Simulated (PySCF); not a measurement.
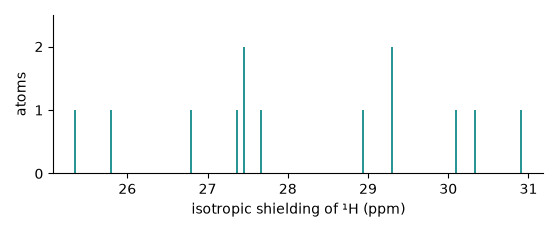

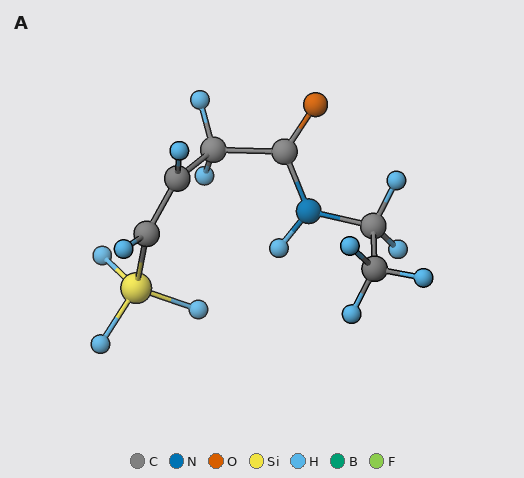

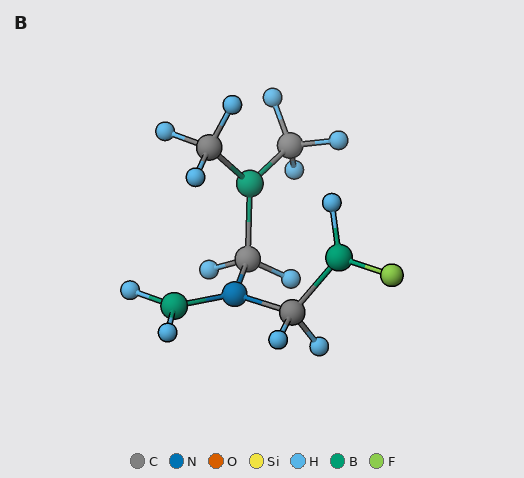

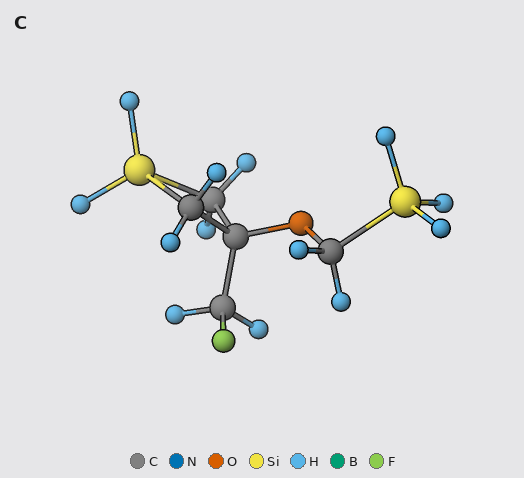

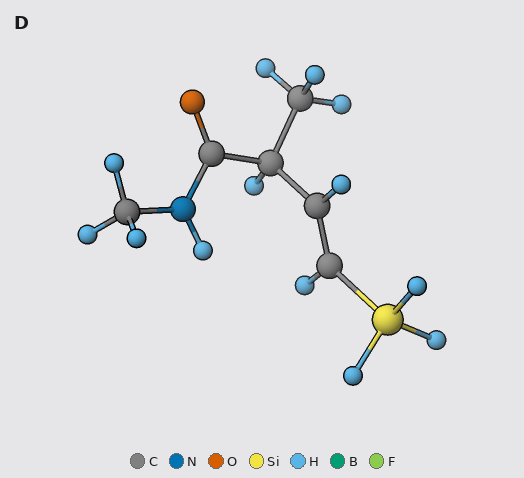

The sticks are computed shieldings of one of the molecules, for one fixed geometry (GFN2-xTB) without averaging over rotations. Low shielding means a high chemical shift. Method: GIAO PBE0/pcSseg-1 NMR shielding, non-relativistic, gas phase (PySCF 2.14.0).

Which molecule gives this pattern?

D, `CNC(=O)[C@@H](C)/C=C/[SiH3]`. Its 13 H atoms give lines at 25.35, 25.80, 26.79, 27.36, 27.46 (2 atoms), 27.66, 28.93, 29.30 (2 atoms), 30.09, 30.33, 30.91 ppm.

The geometry is semi-empirical. Around B, Si such bond lengths and angles can be off by a tenth of an ångström or more and by several degrees, and values that hang on the shape move with them.
